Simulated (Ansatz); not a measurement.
# BCl2 (doublet): trial inputs and their diagnosis at distance B1–Cl2 = 3.817 Å

4 inputs are run for BCl2 (doublet) as typed; the log has to tell whether the result can be used and what must change.

Method: the settings change from run to run; program: Ansatz 0.2.0, Gaussian basis.

36 further runs of the same task are left out: 12 for a known fault of the program, 1 for a mislabelled method, 18 that didn't finish, 5 set aside as unsound or not needed.

## Step 1: The system

The geometry derives from a PBE0/def2-TZVP stationary point (not a proven minimum). One bond is set to the value named and the two fragments are kept rigid.

3 atoms, charge 0, spin multiplicity 2.

Atoms are counted from 1 here; the program's logs count them from 0.

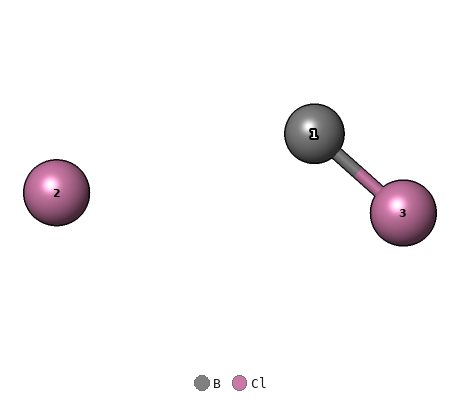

The structure; boron grey, chlorine pink; atoms are numbered from 1 in the order of the file.

## Step 2: Input 1

in.yaml reads:

```yaml
crystal:
  periodic: [false, false, false]
  atoms:
    - {symbol: B, position_ang: [0.000000, -1.101130, 0.808585]}
    - {symbol: Cl, position_ang: [0.000000, 0.648503, -2.583800]}
    - {symbol: Cl, position_ang: [0.000000, -0.312726, 2.337231]}
basis:
  gaussian: {orbitals: cc-pVDZ}
magnetization: {spin_polarized: false, initial_magnetization: 1}
correlation: {method: sc_nevpt2, electrons: outside_noble_gas, active_space: {window: {electrons: 3, orbitals: 2}, states: [{multiplicity: 2, weights: [0.5, 1, 1, 1]}], root: 1}}
```

Run with:

```
$ ansatz run in.yaml --threads 1 --pin off --events-out ev --progress --plain --max-ram 2393MiB
```

Standard output:

```text
Functional definition: HF
  name "HF"
  cite "Fock, Z. Phys. 61, 126 (1930) doi:10.1007/BF01340294"
  parent pbe
  exchange = exact_x
  correlation = 0
921 factors; integrals over basis functions are off by at most 1.3e-7 eV
mean field evaluation 1: about -25670.6238 eV, gradient 2.4e1 eV
mean field evaluation 2: about -25670.6389 eV, gradient 2.4e1 eV
mean field evaluation 4: about -25675.6667 eV, gradient 1.6e1 eV
mean field evaluation 8: about -25676.7467 eV, gradient 5.2e-1 eV
mean field evaluation 16: about -25676.7559 eV, gradient 5.7e-2 eV
mean field evaluation 32: about -25676.6631 eV, gradient 3.5e0 eV
mean field evaluation 64: about -25676.7946 eV, gradient 2.1e-1 eV
mean field evaluation 96: about -25676.8007 eV, gradient 2.0e-2 eV
mean field evaluation 128: about -25676.7474 eV, gradient 1.1e-5 eV
mean field evaluation 160: about -25676.7997 eV, gradient 5.6e-2 eV
mean field evaluation 192: about -25676.7403 eV, gradient 6.8e-6 eV
mean field evaluation 224: about -25676.7472 eV, gradient 3.8e-2 eV
mean field -25676.80078581 eV, -943.6050245180 hartree, gradient 3.8e-6 eV, S^2 0.750000; 15 other end points of the search recorded, 0 dependent functions left out
reference -25676.80078581 eV, -943.6050245180 hartree; 20, 19 occupied and 30, 31 virtual orbitals, 921 factors
Error: 4 states are sought, and the space of determinants holds 2 states of this symmetry and spin
```

It took 4.8 s on 1 thread of Arm Neoverse V1, shared host.

What is wrong: The run stopped with an error. It says: «4 states are sought, and the space of determinants holds 2 states of this symmetry and spin». Cure: ask for fewer states or enlarge the space.

## Step 3: Input 2

in.yaml reads:

```yaml
crystal:
  periodic: [false, false, false]
  atoms:
    - {symbol: B, position_ang: [0.000000, -1.101130, 0.808585]}
    - {symbol: Cl, position_ang: [0.000000, 0.648503, -2.583800]}
    - {symbol: Cl, position_ang: [0.000000, -0.312726, 2.337231]}
basis:
  gaussian: {orbitals: STO-3G}
magnetization: {spin_polarized: false, initial_magnetization: 1}
correlation: {method: fic_mrcisd_q, electrons: outside_noble_gas, active_space: {window: {electrons: 3, orbitals: 3}, places: [1, 2]}}
scf: {lower_state_search: light}
```

The command is unchanged.

Standard output:

```text
Error: invalid value for `correlation.active_space`: name one of window, places and ras
```

It took 0.03 s on 1 thread of Arm Neoverse V1, shared host.

Diagnosis: The run was refused. The active space is defined twice. Fix: keep one definition.

## Step 4: Input 3

in.yaml reads:

```yaml
crystal:
  periodic: [false, false, false]
  atoms:
    - {symbol: B, position_ang: [0.000000, -1.101130, 0.808585]}
    - {symbol: Cl, position_ang: [0.000000, 0.648503, -2.583800]}
    - {symbol: Cl, position_ang: [0.000000, -0.312726, 2.337231]}
basis:
  gaussian: {orbitals: 6-31G}
magnetization: {spin_polarized: false, initial_magnetization: 1}
correlation: {active_space: {ras: {orbitals: [19, 1, 15], electrons: 36, max_holes: 2, max_particles: 2}, fixed_orbitals: true}}
scf: {lower_state_search: off}
```

Launched as before.

Standard output:

```text
Functional definition: HF
  name "HF"
  cite "Fock, Z. Phys. 61, 126 (1930) doi:10.1007/BF01340294"
  parent pbe
  exchange = exact_x
  correlation = 0
these checks for a lower state are left out or cut short: stability, starts, cluster_reference, orbital_swaps, neighbouring_geometries, increment
406 factors; integrals over basis functions are off by at most 2.1e-4 eV
mean field evaluation 1: about -25667.9478 eV, gradient 2.4e1 eV
mean field evaluation 2: about -25667.9836 eV, gradient 2.4e1 eV
mean field evaluation 4: about -25673.0734 eV, gradient 1.6e1 eV
mean field evaluation 8: about -25674.2430 eV, gradient 4.2e-1 eV
mean field evaluation 16: about -25674.2572 eV, gradient 5.6e-2 eV
mean field evaluation 32: about -25674.2988 eV, gradient 1.4e-6 eV
mean field -25674.29884277 eV, -943.5130798069 hartree, gradient 1.4e-6 eV, S^2 0.750000; 0 other end points of the search recorded, 0 dependent functions left out
reference -25674.29884277 eV, -943.5130798069 hartree; 20, 19 occupied and 15, 16 virtual orbitals, 406 factors
Error: 36 electrons in 35 orbitals form no window around the highest filled level of the reference
```

Wall time 0.27 s (1 thread of Arm Neoverse V1, shared host).

Diagnosis: The run stopped with an error. The electron count of the restricted space is wrong. To mend it, count the correlated electrons again.

## Step 5: Input 4

in.yaml reads:

```yaml
crystal:
  periodic: [false, false, false]
  atoms:
    - {symbol: B, position_ang: [0.000000, -1.101130, 0.808585]}
    - {symbol: Cl, position_ang: [0.000000, 0.648503, -2.583800]}
    - {symbol: Cl, position_ang: [0.000000, -0.312726, 2.337231]}
basis:
  gaussian: {orbitals: aug-cc-pVTZ}
magnetization: {spin_polarized: false, initial_magnetization: 1}
correlation: {method: ccsdtq, electrons: all}
scf: {lower_state_search: off}
output: {forces: true}
```

Launched as before.

Standard output:

```text
Functional definition: HF
  name "HF"
  cite "Fock, Z. Phys. 61, 126 (1930) doi:10.1007/BF01340294"
  parent pbe
  exchange = exact_x
  correlation = 0
these checks for a lower state are left out or cut short: starts, cluster_reference, orbital_swaps, neighbouring_geometries, increment
1611 factors; integrals over basis functions are off by at most 1.4e-7 eV
mean field evaluation 1: about -25671.8569 eV, gradient 2.4e1 eV
mean field evaluation 2: about -25671.8609 eV, gradient 2.4e1 eV
mean field evaluation 4: about -25676.4093 eV, gradient 1.7e1 eV
mean field evaluation 8: about -25677.6292 eV, gradient 7.1e-1 eV
mean field evaluation 16: about -25677.6330 eV, gradient 6.2e-2 eV
mean field evaluation 32: about -25677.6808 eV, gradient 9.3e-6 eV
mean field -25677.68077005 eV, -943.6373633422 hartree, gradient 9.3e-6 eV, S^2 0.750000; 0 other end points of the search recorded, 0 dependent functions left out
reference -25677.68077005 eV, -943.6373633422 hartree; 20, 19 occupied and 126, 127 virtual orbitals, 1611 factors
```

It took 99 s on 1 thread of Arm Neoverse V1, shared host.

**Diagnosis.** The run was cut at its time limit. The job is too large for the time given. Cure: a smaller basis or space, or a lower level; a longer limit helps only where the log shows it near its end.

## Step 6: How the runs ended

| input | level | ended | cause | time |
| --- | --- | --- | --- | --- |
| 1 | NEVPT2(3,2)/cc-pVDZ | stopped by an error | 4 states are sought, and the space of determinants holds 2 states of this symmetry and spin | 4.8 s |
| 2 | MRCISD+Q(3,3)/STO-3G | refused | the active space is defined twice | 0.03 s |
| 3 | CISD/6-31G | stopped by an error | the electron count of the restricted space is wrong | 0.27 s |
| 4 | CCSDTQ on ROHF/aug-cc-pVTZ | cut at its time limit | the job is too large for the time given | 99 s |

2 stopped by an error, 1 refused, 1 cut at its time limit.
